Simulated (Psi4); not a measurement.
# SiH4Te (SMILES [SiH3][TeH]) at DSD-PBEP86/def2-TZVP (core potential, density fitting for correlation)

What is the vertical ionisation energy of SiH4Te at DSD-PBEP86/def2-TZVP (core potential, density fitting for correlation)? 

The calculation is run with Psi4 1.11.

2 further runs of the same task are left out: 2 set aside as unsound or not needed.

### 1 The system as given

SiH4Te has 6 atoms, charge 0, and is taken as a singlet. SMILES: `[SiH3][TeH]`. The coordinates come from a PBE0-D4/def2-TZVP relaxation.

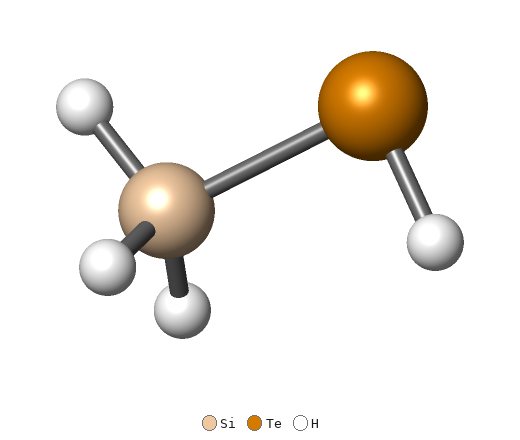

The structure, seen from a chosen angle (silicon light orange, tellurium orange, hydrogen white).

### 2 The energy at DSD-PBEP86/def2-TZVP (core potential, density fitting for correlation)

Input file job.dat:

```
memory 1600 MB

molecule system {
  0 1
  Si
  Te 1 R2
  H 1 R3 2 A3
  H 1 R4 3 A4 2 D4
  H 1 R5 3 A5 4 D5
  H 2 R6 1 A6 5 D6

  R2 = 2.493939
  R3 = 1.483955
  A3 = 111.44126
  R4 = 1.484005
  A4 = 109.8505
  D4 = -115.82882
  R5 = 1.483951
  A5 = 109.30259
  D5 = -120.61639
  R6 = 1.65804
  A6 = 91.68744
  D6 = -60.88213
  symmetry c1
}

set basis def2-TZVP
set puream true
set e_convergence 1e-09
set d_convergence 1e-08
set scf_type pk
set dft_radial_points 99
set dft_spherical_points 590
set num_frozen_docc 9

energy("dsd-pbep86")
```

Run with:

```
$ psi4 -i job.dat -o job.out -n 1
```

job.out:

```text
[...]
    !!!  WARNING: ECP capability is in beta. Please check occupations closely.  !!!
[...]
  Running in c1 symmetry.
[...]
  Nuclear repulsion =  109.024296419884138
[...]
  Multiplicity = 1
[...]
  Nalpha       = 21
  Nbeta        = 21
[...]
    Number of basis functions: 111
[...]
   @RKS iter   1:  -558.76194541807604   -2.04270e+00   6.57292e-03 ADIIS/DIIS
[...]
   @RKS iter  12:  -559.02516098111846   -9.89075e-12   4.43409e-09 DIIS
[...]
    Orbital Energies [Eh]
    ---------------------
    Doubly Occupied:
       1A    -67.863620     2A     -6.818769     3A     -5.853657
       4A     -4.846551     5A     -4.843043     6A     -4.837301
       7A     -4.044727     8A     -4.043616     9A     -4.043406
      10A     -1.824895    11A     -1.822480    12A     -1.816263
      13A     -1.812920    14A     -1.812447    15A     -0.773726
      16A     -0.650257    17A     -0.469612    18A     -0.456569
      19A     -0.429640    20A     -0.369832    21A     -0.295561
[...]
  @RKS Final Energy:  -559.02516098111846
   => Energetics <=
    Nuclear Repulsion Energy =            109.0242964198841378
    One-Electron Energy =               -1087.9229678390261142
    Two-Electron Energy =                 432.2463559599332825
    DFT Exchange-Correlation Energy =     -12.3728455219097775
    Empirical Dispersion Energy =           0.0000000000000000
    VV10 Nonlocal Energy =                  0.0000000000000000
    Total Energy =                       -559.0251609811184608
[...]
 Multipole Moments:
 ------------------------------------------------------------------------------------
     Multipole            Electronic (a.u.)      Nuclear  (a.u.)        Total (a.u.)
 ------------------------------------------------------------------------------------
 L = 1.  Multiply by 2.5417464519 to convert [e a0] to [Debye]
 Dipole X            :          1.8217996           -1.9078434           -0.0860438
 Dipole Y            :         -0.9882775            1.0351987            0.0469212
 Dipole Z            :         43.9335050          -44.1980092           -0.2645041
 Magnitude           :                                                    0.2820772
[...]
```

Run time: 20 s. Hardware: 1 thread of Intel Xeon Platinum 8375C at 2.90GHz (Ice Lake), shared host; peak memory 0.64 GiB.

### 3 The doublet cation

Input file calc.py:

```python
import psi4

psi4.set_memory(1600000000)
psi4.set_num_threads(1)
psi4.core.set_output_file('h4site.out', False)

mol = psi4.geometry("""
1 2
Si    -0.56049277    -0.50965914    -0.98209067
Te    -0.20012200     1.51215884     3.25977756
H      0.72017463    -3.00371968    -1.04105012
H     -3.31476860    -0.84357374    -1.39064946
H      0.50909222     1.12930033    -2.99049159
H      2.92548501     1.59473988     3.05738790
units bohr
symmetry c1
""")

psi4.set_options({
    'reference': 'uks',
    'puream': True,
    'e_convergence': 1e-09,
    'd_convergence': 1e-08,
    'scf_type': 'pk',
    'dft_radial_points': 99,
    'dft_spherical_points': 590,
    'num_frozen_docc': 9,
    'maxiter': 200,
})

result, w = psi4.energy("dsd-pbep86/def2-TZVP", molecule=mol, return_wfn=True)
print(f'dsd-pbep86/def2-TZVP energy: {result:.10f} Eh')
```

Run with:

```
$ python calc.py
```

h4site.out:

```text
[...]
    !!!  WARNING: ECP capability is in beta. Please check occupations closely.  !!!
[...]
  Running in c1 symmetry.
[...]
  Nuclear repulsion =  109.024305385004126
[...]
  Multiplicity = 2
[...]
  Nalpha       = 21
  Nbeta        = 20
[...]
    Number of basis functions: 111
[...]
   @UKS iter   1:  -558.57031940580077   -1.85289e+00   5.20300e-03 ADIIS/DIIS
[...]
   @UKS iter  15:  -558.72290094902280   -1.55751e-11   6.27674e-09 DIIS
[...]
   @S^2 Observed:                7.595130911E-01
[...]
    Orbital Energies [Eh]
    ---------------------
    Alpha Occupied:
       1A    -68.054599     2A     -7.106660     3A     -6.046151
       4A     -5.137557     5A     -5.128022     6A     -5.123868
       7A     -4.237572     8A     -4.235285     9A     -4.235273
      10A     -2.111195    11A     -2.109146    12A     -2.105224
      13A     -2.101054    14A     -2.098772    15A     -1.052638
      16A     -0.848510    17A     -0.695832    18A     -0.649850
      19A     -0.627738    20A     -0.610794    21A     -0.589415
    Alpha Virtual:
      22A     -0.172279    23A     -0.141809    24A     -0.088354
      25A     -0.085729    26A     -0.058452    27A     -0.000580
[...]
  @UKS Final Energy:  -558.72290094902280
   => Energetics <=
    Nuclear Repulsion Energy =            109.0243053850041264
    One-Electron Energy =               -1077.7581690276047084
    Two-Electron Energy =                 422.3056108344477479
    DFT Exchange-Correlation Energy =     -12.2946481408699757
    Empirical Dispersion Energy =           0.0000000000000000
    VV10 Nonlocal Energy =                  0.0000000000000000
    Total Energy =                       -558.7229009490228009
[...]
 Multipole Moments:
 ------------------------------------------------------------------------------------
     Multipole            Electronic (a.u.)      Nuclear  (a.u.)        Total (a.u.)
 ------------------------------------------------------------------------------------
 L = 1.  Multiply by 2.5417464519 to convert [e a0] to [Debye]
 Dipole X            :          1.4632452           -1.2183312            0.2449140
 Dipole Y            :         18.7103661          -18.9298672           -0.2195011
 Dipole Z            :         39.4856312          -39.9793819           -0.4937507
 Magnitude           :                                                    0.5932566
[...]
```

The script printed:

```text
dsd-pbep86/def2-TZVP energy: -559.0032593445 Eh
```

It took 39 s on 1 thread of Intel Xeon Platinum 8375C at 2.90GHz (Ice Lake), shared host; peak memory 0.65 GiB.

### 4 What came out

Level: DSD-PBEP86/def2-TZVP (core potential, density fitting for correlation), 9 core orbitals frozen.

| quantity | value |
| --- | --- |
| singlet SiH4Te: total energy | -559.32345 Eh |
| singlet SiH4Te: HOMO energy (SCF part's orbitals) | -8.04 eV |
| singlet SiH4Te: LUMO energy (SCF part's orbitals) | 1.06 eV |
| singlet SiH4Te: HOMO–LUMO gap (SCF part's orbitals) | 9.10 eV |
| doublet cation: total energy | -559.00326 Eh |
| doublet cation: HOMO energy (SCF part's orbitals) (highest over α and β) | -16.04 eV |
| doublet cation: LUMO energy (SCF part's orbitals) (lowest over α and β) | -8.44 eV |
| doublet cation: ⟨S²⟩ | 0.760 |
| vertical ionisation energy (to the doublet cation) | 8.713 eV |

The vertical ionisation energy comes to 8.71 eV (201 kcal/mol). The negative HOMO energy of the first species, 8.04 eV, lies 0.67 eV below that difference.
